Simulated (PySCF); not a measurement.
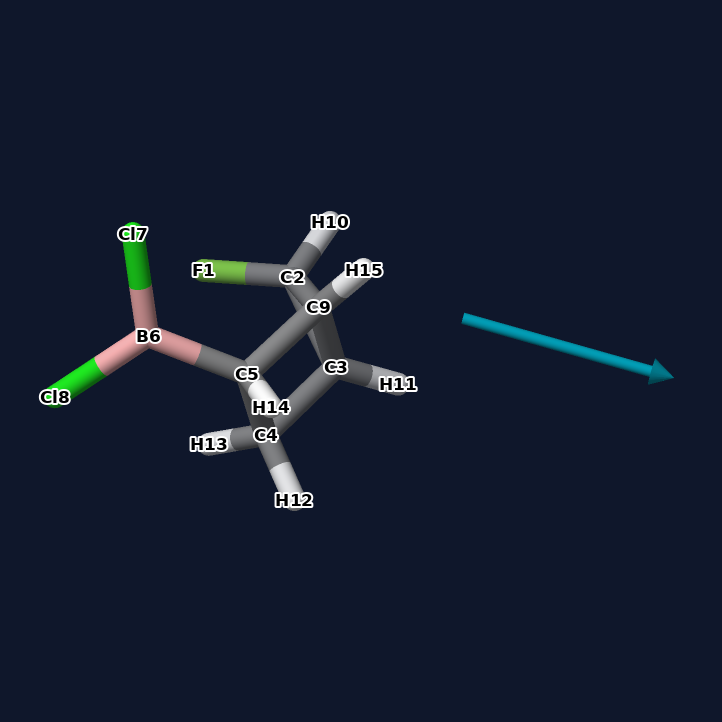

The arrow beside the molecule shows the direction of the dipole moment, from the negative to the positive end (its length means nothing). The computed structure is the end point of a GFN2-xTB optimisation. No frequency run is at hand to confirm it as a minimum. Method: PBE0/def2-SVPD, gas phase (PySCF 2.14.0).

Question: How large is the dipole moment?

Answer: 3.00 D; it points from the side of Cl8 to the side of H11 (the outermost atoms at the two ends).

The geometry is semi-empirical. Around B such bond lengths and angles can be off by a tenth of an ångström or more and by several degrees, and values that hang on the shape move with them.
